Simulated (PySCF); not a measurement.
```yaml
atoms:
  - { symbol: C, position_ang: [2.8332, 0.0851, 0.1930] }
  - { symbol: O, position_ang: [1.7097, 0.9025, -0.0607] }
  - { symbol: C, position_ang: [0.6953, 0.2604, -0.7545] }
  - { symbol: C, position_ang: [-0.6826, 0.7604, -0.4657] }
  - { symbol: Si, position_ang: [-0.7456, 2.1641, 0.7981] }
  - { symbol: C, position_ang: [-0.2629, -0.6048, 0.0082] }
  - { symbol: O, position_ang: [-0.7437, -1.7501, -0.6613] }
  - { symbol: C, position_ang: [-2.0203, -2.0676, -0.3702] }
  - { symbol: F, position_ang: [-2.1137, -2.7354, 0.8139] }
  - { symbol: F, position_ang: [-2.4806, -2.9107, -1.3037] }
  - { symbol: H, position_ang: [2.5671, -0.7766, 0.8133] }
  - { symbol: H, position_ang: [3.2724, -0.2749, -0.7435] }
  - { symbol: H, position_ang: [3.5536, 0.7088, 0.7173] }
  - { symbol: H, position_ang: [0.9609, -0.0750, -1.7550] }
  - { symbol: H, position_ang: [-1.3622, 0.7788, -1.3073] }
  - { symbol: H, position_ang: [-0.2446, 1.6929, 2.0868] }
  - { symbol: H, position_ang: [0.0295, 3.2897, 0.2912] }
  - { symbol: H, position_ang: [-2.1627, 2.5250, 0.9277] }
  - { symbol: H, position_ang: [-0.1014, -0.7615, 1.0695] }
  - { symbol: H, position_ang: [-2.7064, -1.2005, -0.3005] }
```

Geometry: GFN2-xTB.

Level of theory: PBE0/pcSseg-1, SCF density, gas phase, non-relativistic in PySCF.

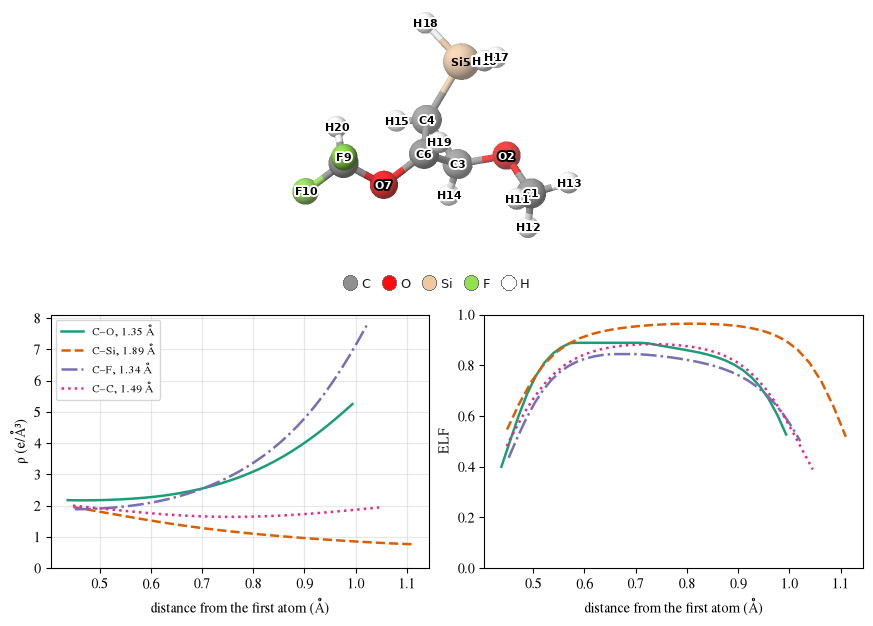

C$_{5}$H$_{10}$F$_{2}$O$_{2}$Si. Electron density and electron localisation function along straight lines between neighbouring atoms. The curves leave out the atomic cores. The structure is drawn too.

**Compare the contacts.**

C–O (1.35 Å): ρ at the midpoint is about 2.5 e/Å³, with its minimum of 2.2 e/Å³ about 0.5 Å from C; the ELF peaks at about 0.90 between the atoms: a shared but strongly polarised pair.
C–Si (1.89 Å): ρ is about 0.91 e/Å³ halfway; the ELF peaks at about 0.95 between the atoms (a shared electron pair).
C–F (1.34 Å): ρ is about 2.4 e/Å³ halfway; the ELF peaks at about 0.85 between the atoms (a shared but strongly polarised pair).
C–C (1.49 Å): ρ is about 1.6 e/Å³ halfway; the ELF peaks at about 0.90 between the atoms: a covalent bond.
